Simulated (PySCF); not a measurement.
## Excited-state calculation of CH$_{11}$NSi$_{3}$

System: CH$_{11}$NSi$_{3}$.
Method: TDDFT CAM-B3LYP/def2-SVPD, vertical, gas phase, core orbitals frozen in the response (PySCF 2.14.0).

The geometry comes from this level: PBE0-D3(BJ)/def2-SVP.

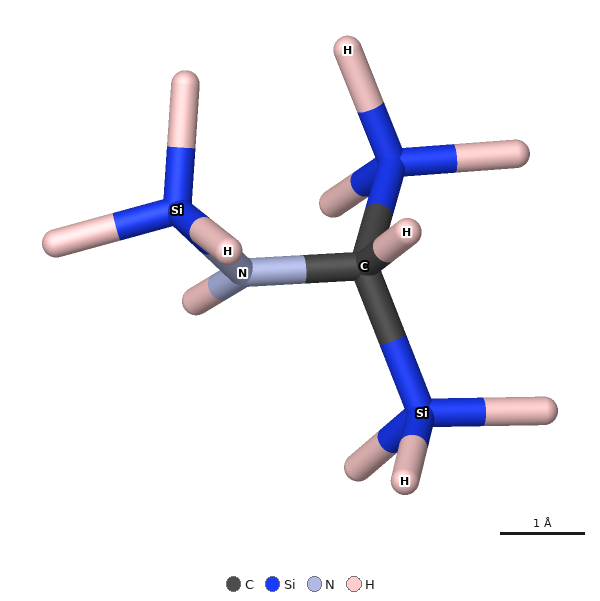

Fig. 1: The input geometry (stick view, seen at a tilt).

**Input file**
```
{"job": {"kind": "uv", "xc": "CAM-B3LYP", "basis": "def2-SVPD", "nstates": 6, "ntriplets": 2, "ip": true}, "charge": 0, "multiplicity": 1}
C      0.209576    -0.101696     0.376402
Si    -0.383301    -1.636517     1.323459
Si     2.024584    -0.137493    -0.185438
N     -0.681627     0.136791    -0.759015
Si    -1.458908     1.646779    -1.107427
H      0.122109     0.741529     1.087390
H      0.531315    -1.969193     2.460897
H     -1.765178    -1.411057     1.844156
H     -0.407503    -2.794217     0.375594
H      2.959946    -0.372325     0.958885
H      2.367802     1.154369    -0.854321
H      2.192041    -1.245478    -1.177606
H     -0.649876    -0.577915    -1.477566
H     -2.315228     1.420011    -2.308214
H     -2.293376     2.073929     0.059330
H     -0.506172     2.771762    -1.387935
```

The first line tells a small driver script what to run in PySCF; the rest is the geometry in Å.

Launched with:
```bash
OMP_NUM_THREADS=1 python <driver script> task.json out
```

**The program's output**
```
coarse grid: 13840 points
cycle   1  E = -967.4107547535  dE = -7.668e-02  |g| = 3.355e-01  |ddm| = 4.607e+00
cycle   2  E = -967.4146296557  dE = -3.875e-03  |g| = 3.422e-01  |ddm| = 8.332e-01
cycle   3  E = -967.4399713159  dE = -2.534e-02  |g| = 5.731e-02  |ddm| = 4.013e-01
cycle   4  E = -967.4408190610  dE = -8.477e-04  |g| = 9.313e-03  |ddm| = 1.091e-01
cycle   5  E = -967.4408461236  dE = -2.706e-05  |g| = 1.464e-03  |ddm| = 3.220e-02
cycle   6  E = -967.4408468309  dE = -7.073e-07  |g| = 7.239e-04  |ddm| = 4.454e-03
final grid: 117072 points
cycle   7  E = -967.5654156611  dE = -1.105e-05  |g| = 2.378e-03  |ddm| = 3.950e-02
cycle   8  E = -967.5654151930  dE =  4.681e-07  |g| = 2.821e-03  |ddm| = 7.123e-03
cycle   9  E = -967.5654171707  dE = -1.978e-06  |g| = 1.878e-04  |ddm| = 3.043e-03
cycle  10  E = -967.5654171772  dE = -6.466e-09  |g| = 1.237e-04  |ddm| = 4.192e-04
cycle  11  E = -967.5654171809  dE = -3.703e-09  |g| = 1.839e-05  |ddm| = 1.910e-04
cycle  12  E = -967.5654171810  dE = -1.241e-10  |g| = 3.667e-06  |ddm| = 4.583e-05
```

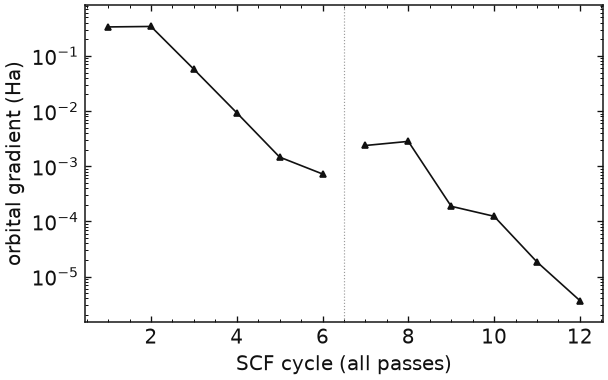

Fig. 2: Convergence of the self-consistent field: orbital gradient against the SCF cycle. The dotted line marks the change from a coarse to the final integration grid. The first 6 cycles use a coarse grid, the final grid takes over at cycle 7, and the field converges after 12 cycles in all.

```
converged SCF energy = -967.5654171810

Static polarisability (au): isotropic 105.074, principal 90.532 108.693 115.995

Singlet excitations
state   eV       nm        f      main configurations
  1   5.3959    229.8   0.00049   H->L 0.88
  2   6.2376    198.8   0.00861   H->L+2 0.44, H->L+3 0.40
  3   6.5498    189.3   0.00521   H->L+1 0.45, H->L+3 0.21, H->L+6 0.14
  4   6.5810    188.4   0.06533   H->L+5 0.57, H->L+2 0.17, H->L+1 0.11
  5   6.8611    180.7   0.07715   H->L+5 0.33, H->L+1 0.26, H->L+2 0.18
  6   6.9351    178.8   0.01312   H->L+4 0.49, H->L+7 0.23

Triplet excitations (Tamm-Dancoff, eV): 5.1358 5.9546
Vertical ionisation energy (delta-SCF) = 8.3798 eV
```

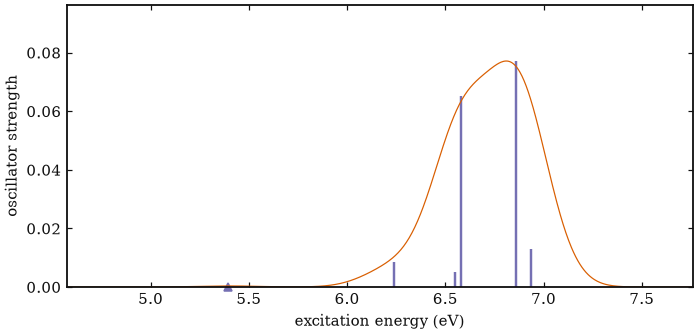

Fig. 3: Computed excitations as sticks (degenerate states added up, dark ones marked on the axis), with a Gaussian envelope of 0.35 eV full width at half maximum, scaled to the tallest. Of the 6 states the lowest lies at 5.40 eV (f = 0.000); the strongest line is at 6.86 eV, or 181 nm (f = 0.077).

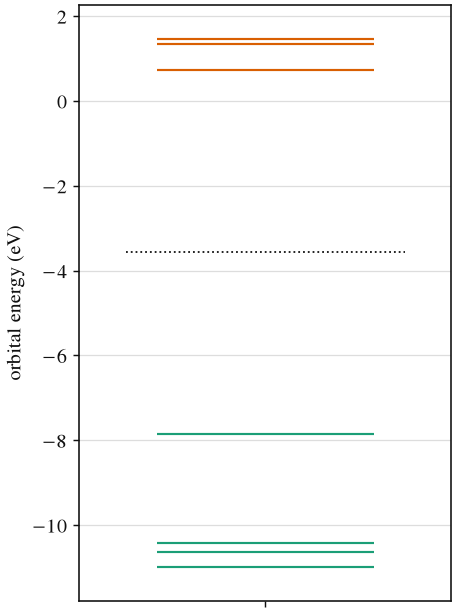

Fig. 4: Orbital energies near the frontier; the dotted line parts filled from empty levels, and levels within 0.02 eV of each other stand side by side. Highest filled −7.85 eV, lowest empty 0.74 eV, 8.59 eV apart.

**Results in brief**

| quantity | value |
| --- | --- |
| outcome | converged |
| total energy | −967.565417 hartree |
| HOMO | −7.85 eV |
| LUMO | 0.74 eV |
| dipole moment | 0.15 D |
| mean polarisability | 105.07 a.u. |
| vertical ionisation energy | 8.38 eV |
| lowest singlet excitation | 5.40 eV |
| hardware | 1 CPU thread, shared host |
| wall time | 65 s |
| peak memory | 1.1 GiB |
